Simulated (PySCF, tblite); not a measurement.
# C₅H₉NO: dynamics, then NMR shifts on frames

How do NMR shifts of C₅H₉NO (`CC/C=C/C(N)=O`) change as the atoms move?

Programs: tblite 0.8.0 and PySCF 2.14.0, with density-fitted response routines of our own. Each step states its level of theory. These are calculated values for one molecule in the gas phase, unless marked as measured. Atoms count from 0, in the outputs and in this text.

## Step 1: The starting structure

16 atoms, charge 0, multiplicity 1; geometry from: GFN2-xTB.

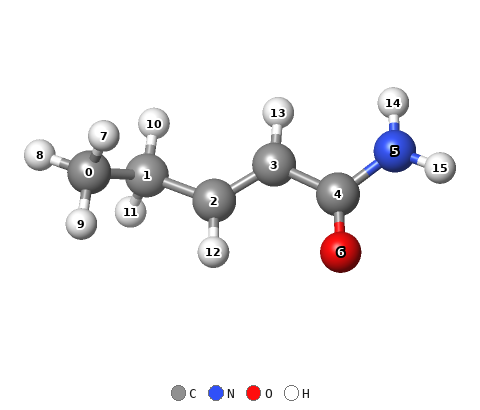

The starting geometry (carbon grey, nitrogen blue, oxygen red, hydrogen white), atoms numbered.

## Step 2: A short Langevin run with GFN2-xTB

What the job is given:

```
{"job": {"kind": "md", "xc": "GFN2-xTB", "basis": "xTB", "temperature": 400, "steps": 2000, "every": 50, "frames": 5}, "charge": 0, "multiplicity": 1}
C     -2.599263    -0.057441     0.450318
C     -1.508343     0.815005    -0.173089
C     -0.299265     0.003384    -0.485539
C      0.913882     0.200599     0.019450
C      2.043915    -0.680416    -0.345346
N      3.218283    -0.366452     0.263361
O      1.957171    -1.611881    -1.119367
H     -2.247268    -0.493394     1.382600
H     -3.487287     0.535364     0.656973
H     -2.869597    -0.865718    -0.224860
H     -1.249771     1.630637     0.505483
H     -1.891011     1.250923    -1.100531
H     -0.437047    -0.826630    -1.167198
H      1.115116     1.009124     0.709210
H      3.303845     0.392573     0.913875
H      4.029040    -0.926734     0.062297
```

Level: GFN2-xTB Langevin dynamics, gas phase.

Run with:

```sh
OMP_NUM_THREADS=1 python probes_run.py task.json out
```

This one command runs all jobs of the session in turn.

Standard output:

```text
t/fs     T/K      E/eV
    0.0   325.3   -605.73824
   25.0   217.5   -605.35122
   50.0   191.8   -605.22825
   75.0   286.5   -605.34428
  100.0   307.5   -605.28060
  125.0   294.3   -605.23228
  150.0   270.5   -605.00725
  175.0   303.4   -604.99178
  200.0   403.0   -605.03261
  225.0   393.1   -604.82622
  250.0   445.5   -604.91328
  275.0   321.5   -604.80700
  300.0   442.0   -604.86444
  325.0   471.7   -605.10285
  350.0   484.0   -605.03861
  375.0   382.5   -604.84928
  400.0   345.2   -604.88409
  425.0   340.1   -604.93493
  450.0   400.9   -605.08036
  475.0   350.0   -604.92268
  500.0   426.0   -605.21633
  525.0   315.8   -604.80649
  550.0   391.2   -605.02699
  575.0   399.4   -605.05607
  600.0   435.8   -605.17368
  625.0   339.8   -605.19964
  650.0   367.5   -605.11445
  675.0   385.4   -605.23950
  700.0   392.1   -605.06806
  725.0   444.1   -605.08685
  750.0   348.2   -605.15972
  775.0   261.0   -604.92520
  800.0   389.7   -605.25627
  825.0   385.5   -605.06356
  850.0   253.9   -605.01589
  875.0   426.2   -605.17068
  900.0   467.8   -605.14914
  925.0   441.1   -605.13673
  950.0   347.7   -605.09601
  975.0   424.8   -605.11812
 1000.0   374.7   -605.08664
```

Run time: 9.8 s. Hardware: 1 thread of Arm Neoverse V1, shared host; peak memory 0.18 GiB.

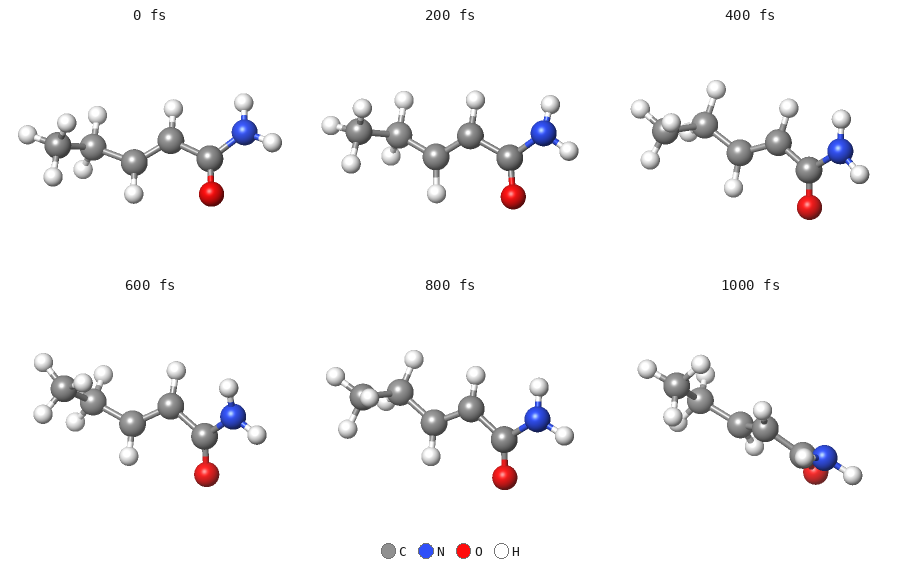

Frames of the run.

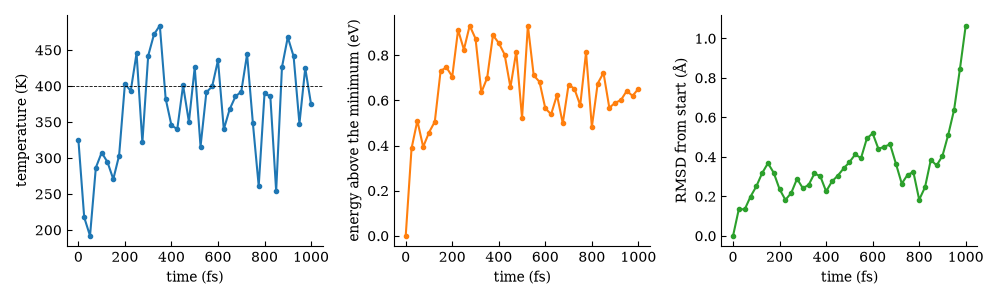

Temperature, potential energy and distance from the start.

Positions (Å) and forces (eV/Å) at 1000 fs:

```xyz
16

C    -2.278    0.359    2.413    2.997   -0.390   -0.896
C    -1.588    1.317    1.355   -1.340   -1.780    0.420
C    -0.446    0.616    0.692    0.535    0.770   -1.390
C     0.297   -0.451    0.965   -1.077    0.257    1.383
C     1.357   -0.843    0.085    0.740   -1.476    0.530
N     2.003   -2.019    0.461    0.338    1.131   -0.822
O     1.701   -0.195   -0.853    0.938    1.085   -1.800
H    -1.460    0.110    3.166   -1.198    0.001   -0.843
H    -3.123    0.701    2.943   -0.733    0.676    0.152
H    -2.518   -0.508    1.781   -0.083   -0.025    0.810
H    -1.329    2.254    1.778    0.576    0.729    0.442
H    -2.361    1.524    0.606    0.199    0.055   -0.171
H    -0.086    1.014   -0.294   -0.742    0.198    0.754
H     0.270   -1.017    1.865   -0.446   -0.343    0.644
H     1.372   -2.675    0.867    0.348   -0.680    0.153
H     2.808   -2.262   -0.142   -1.051   -0.208    0.634
```

## Step 3: Shielding tensors: 250 fs, PBE0/pcSseg-1

What the job is given:

```
{"job": {"kind": "nmr", "xc": "PBE0", "basis": "pcSseg-1", "pop": false}, "charge": 0, "multiplicity": 1}
C     -2.948400     0.040000     0.677100
C     -1.727100     0.864200     0.443900
C     -0.697100     0.062100    -0.303100
C      0.396100    -0.240900     0.377000
C      1.403300    -1.123200    -0.202000
N      2.535200    -1.192900     0.557000
O      1.329600    -1.753100    -1.238600
H     -2.612200    -1.035100     1.085100
H     -3.694600     0.396800     1.401300
H     -3.410000    -0.236700    -0.265700
H     -1.317000     1.136200     1.334500
H     -1.975700     1.723000    -0.148400
H     -0.808400    -0.203800    -1.297400
H      0.692800    -0.019800     1.365100
H      2.705100    -0.929900     1.515200
H      3.289900    -1.553400     0.122000
```

With the program's defaults for keys left out, this is: GIAO PBE0/pcSseg-1 NMR shielding, non-relativistic, gas phase.

Standard output:

```text
coarse grid: 13160 points
cycle   1  E = -325.2741710716  dE =  1.164e+00  |g| = 8.602e-01  |ddm| = 3.536e+00
cycle   2  E = -324.8155715344  dE =  4.586e-01  |g| = 1.738e+00  |ddm| = 2.853e+00
cycle   3  E = -325.4147090160  dE = -5.991e-01  |g| = 2.455e-01  |ddm| = 2.247e+00
cycle   4  E = -325.4271036418  dE = -1.239e-02  |g| = 7.255e-02  |ddm| = 2.279e-01
cycle   5  E = -325.4280591768  dE = -9.555e-04  |g| = 2.280e-02  |ddm| = 5.487e-02
cycle   6  E = -325.4281790802  dE = -1.199e-04  |g| = 5.395e-03  |ddm| = 2.263e-02
cycle   7  E = -325.4281848939  dE = -5.814e-06  |g| = 2.133e-03  |ddm| = 5.411e-03
final grid: 126592 points
cycle   8  E = -325.4779118180  dE = -2.014e-05  |g| = 1.392e-02  |ddm| = 3.374e-02
cycle   9  E = -325.4778226582  dE =  8.916e-05  |g| = 2.556e-02  |ddm| = 3.228e-02
cycle  10  E = -325.4779505239  dE = -1.279e-04  |g| = 2.700e-03  |ddm| = 2.286e-02
cycle  11  E = -325.4779520504  dE = -1.526e-06  |g| = 4.420e-04  |ddm| = 2.385e-03
cycle  12  E = -325.4779520916  dE = -4.115e-08  |g| = 1.958e-04  |ddm| = 5.250e-04
cycle  13  E = -325.4779521008  dE = -9.266e-09  |g| = 3.849e-05  |ddm| = 1.818e-04
cycle  14  E = -325.4779521012  dE = -3.322e-10  |g| = 1.111e-05  |ddm| = 4.159e-05
converged SCF energy = -325.4779521012

GIAO shielding tensors (ppm)
atom      isotropic    diamagn.    paramagn.     s11        s22        s33       span
  0 C      164.712     247.691     -82.979    145.491    165.929    182.716     37.225
  1 C      160.318     247.714     -87.396    146.431    157.532    176.991     30.560
  2 C       32.513     256.075    -223.562    -99.233     25.716    171.056    270.289
  3 C       55.559     257.850    -202.290    -42.805     81.724    127.759    170.564
  4 C       18.777     244.981    -226.205    -70.217     28.749     97.799    168.016
  5 N      161.380     320.138    -158.759     77.099    161.381    245.659    168.560
  6 O      -62.063     403.028    -465.091   -340.375   -197.634    351.819    692.195
  7 H       28.804      27.542       1.262     24.954     28.171     33.287      8.333
  8 H       29.828      26.781       3.047     25.951     26.693     36.839     10.888
  9 H       30.304      28.655       1.650     26.483     28.309     36.121      9.638
 10 H       31.361      34.206      -2.846     26.748     31.448     35.886      9.138
 11 H       29.966      30.350      -0.384     26.086     28.199     35.613      9.528
 12 H       24.555      34.984     -10.430     19.895     24.932     28.837      8.943
 13 H       26.234      36.816     -10.582     21.824     24.694     32.183     10.359
 14 H       26.983      32.567      -5.585     22.410     24.845     33.693     11.283
 15 H       29.773      32.300      -2.528     25.605     25.751     37.962     12.357
```

It took 17 s on 1 thread of Arm Neoverse V1, shared host; peak memory 0.73 GiB.

The references, computed at this level on geometries of the same kind, shield at (ppm): ¹H TMS 31.72, ¹³C TMS 186.9, ¹⁵N NH3 267.7, ¹⁷O H2O 336.1. Their shielding less the atom's gives the shift. The references are single molecules in the gas phase, so shifts against H2O, NH3, PH3, H3PO4 or CFCl3 are not on the usual liquid scales and can be off by tens of ppm. Each atom is listed at this fixed geometry, with no averaging over motion; a spectrum would average atoms that exchange fast.

```
atoms                                environment  σ (ppm)  δ (ppm)
   C4                      amide carbonyl carbon     18.8    168.1
   C2                 β carbon of a C=C–C=O unit     32.5    154.4
   C3                 α carbon of a C=C–C=O unit     55.6    131.4
   C1                            allylic sp3 CH2    160.3     26.6
   C0                              methyl carbon    164.7     22.2
  H12   hydrogen on a β carbon of a C=C–C=O unit    24.55     7.16
  H13  hydrogen on an α carbon of a C=C–C=O unit    26.23     5.48
  H14         hydrogen on an amide-type nitrogen    26.98     4.73
   H7                hydrogen on a methyl carbon    28.80     2.91
  H15         hydrogen on an amide-type nitrogen    29.77     1.94
   H8                hydrogen on a methyl carbon    29.83     1.89
  H11             hydrogen on an allylic sp3 CH2    29.97     1.75
   H9                hydrogen on a methyl carbon    30.30     1.41
  H10             hydrogen on an allylic sp3 CH2    31.36     0.36
   N5                        amide-type nitrogen    161.4    106.3
   O6                 amide-type carbonyl oxygen    -62.1    398.1
```

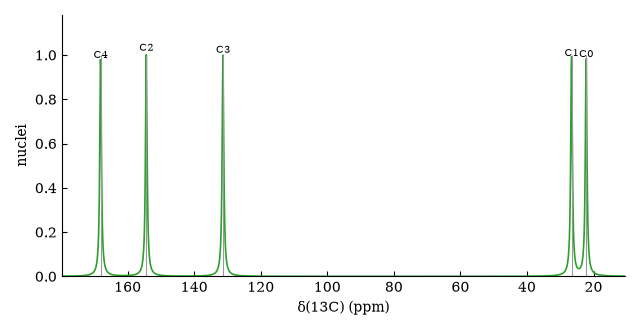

¹³C lines at the computed shifts, without couplings. Lines are broadened to a width of 0.58 ppm (Lorentzian).

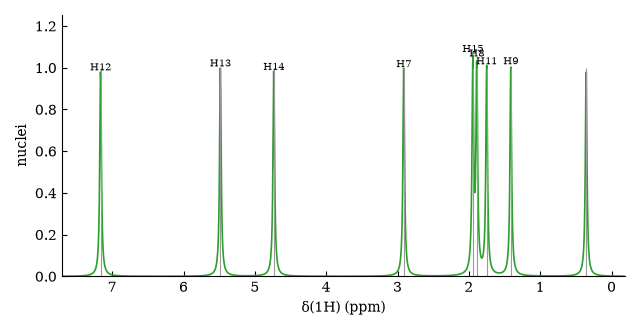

¹H lines at the computed shifts, without couplings. Lines are broadened to a width of 0.03 ppm (Lorentzian).

## Step 4: NMR shieldings: 425 fs, PBE0/pcSseg-1

What the job is given:

```
{"job": {"kind": "nmr", "xc": "PBE0", "basis": "pcSseg-1", "pop": false}, "charge": 0, "multiplicity": 1}
C     -3.433900    -0.034800     1.328600
C     -2.211200     0.896200     0.900700
C     -1.227500    -0.010600     0.291000
C     -0.038700    -0.403400     0.780200
C      0.822200    -1.287500    -0.009200
N      1.771300    -1.902600     0.777600
O      0.738800    -1.621600    -1.185100
H     -3.048500    -0.858100     1.742800
H     -4.039300     0.362100     2.146800
H     -4.164500    -0.121200     0.523800
H     -1.768000     1.266400     1.889400
H     -2.523400     1.801100     0.321600
H     -1.434600    -0.381800    -0.713100
H      0.400300     0.001500     1.732700
H      1.770900    -1.521700     1.710700
H      2.565200    -2.378200     0.276300
```

With the program's defaults for keys left out, this is: GIAO PBE0/pcSseg-1 NMR shielding, non-relativistic, gas phase.

Standard output:

```text
coarse grid: 13160 points
cycle   1  E = -325.2767781103  dE =  9.137e-01  |g| = 8.611e-01  |ddm| = 3.478e+00
cycle   2  E = -324.7383285783  dE =  5.384e-01  |g| = 1.833e+00  |ddm| = 3.051e+00
cycle   3  E = -325.4196808715  dE = -6.814e-01  |g| = 2.352e-01  |ddm| = 2.434e+00
cycle   4  E = -325.4309862496  dE = -1.131e-02  |g| = 8.284e-02  |ddm| = 2.301e-01
cycle   5  E = -325.4322793512  dE = -1.293e-03  |g| = 2.409e-02  |ddm| = 6.064e-02
cycle   6  E = -325.4324087744  dE = -1.294e-04  |g| = 5.970e-03  |ddm| = 2.411e-02
cycle   7  E = -325.4324163977  dE = -7.623e-06  |g| = 1.377e-03  |ddm| = 5.232e-03
final grid: 126592 points
cycle   8  E = -325.4817609067  dE = -1.291e-05  |g| = 1.339e-02  |ddm| = 2.861e-02
cycle   9  E = -325.4816669354  dE =  9.397e-05  |g| = 2.592e-02  |ddm| = 3.213e-02
cycle  10  E = -325.4817961328  dE = -1.292e-04  |g| = 2.481e-03  |ddm| = 2.300e-02
cycle  11  E = -325.4817974940  dE = -1.361e-06  |g| = 3.597e-04  |ddm| = 2.177e-03
cycle  12  E = -325.4817975185  dE = -2.450e-08  |g| = 1.943e-04  |ddm| = 4.730e-04
cycle  13  E = -325.4817975279  dE = -9.395e-09  |g| = 3.155e-05  |ddm| = 1.628e-04
cycle  14  E = -325.4817975281  dE = -2.242e-10  |g| = 9.370e-06  |ddm| = 3.720e-05
converged SCF energy = -325.4817975281

GIAO shielding tensors (ppm)
atom      isotropic    diamagn.    paramagn.     s11        s22        s33       span
  0 C      172.250     241.677     -69.427    154.267    165.730    196.752     42.485
  1 C      153.076     246.277     -93.201    142.499    151.661    165.067     22.568
  2 C       24.122     257.965    -233.843   -100.090      8.236    164.221    264.311
  3 C       59.144     262.049    -202.905    -38.570     89.407    126.595    165.165
  4 C       13.503     244.264    -230.761    -80.464     24.412     96.560    177.024
  5 N      133.039     326.970    -193.931     32.291    125.620    241.207    208.916
  6 O      -71.102     404.621    -475.723   -338.341   -215.356    340.391    678.732
  7 H       33.158      30.679       2.478     28.623     32.846     38.004      9.380
  8 H       30.456      25.535       4.921     26.393     27.640     37.334     10.940
  9 H       30.055      26.714       3.341     25.946     27.691     36.528     10.582
 10 H       28.295      29.933      -1.637     24.407     27.886     32.593      8.185
 11 H       28.518      28.698      -0.180     24.983     26.264     34.307      9.324
 12 H       24.114      34.343     -10.229     20.153     23.642     28.546      8.393
 13 H       25.297      34.279      -8.982     22.570     23.739     29.583      7.013
 14 H       26.573      33.178      -6.604     21.759     27.476     30.485      8.726
 15 H       25.211      28.777      -3.565     21.370     22.524     31.740     10.370
```

Wall time 17 s (1 thread of Arm Neoverse V1, shared host); peak memory 0.85 GiB.

In short: δ C4 173.4, C2 162.8, C3 127.8, C1 33.8, H12 7.60, H15 6.51 ppm.

[end of part 1 of 2]
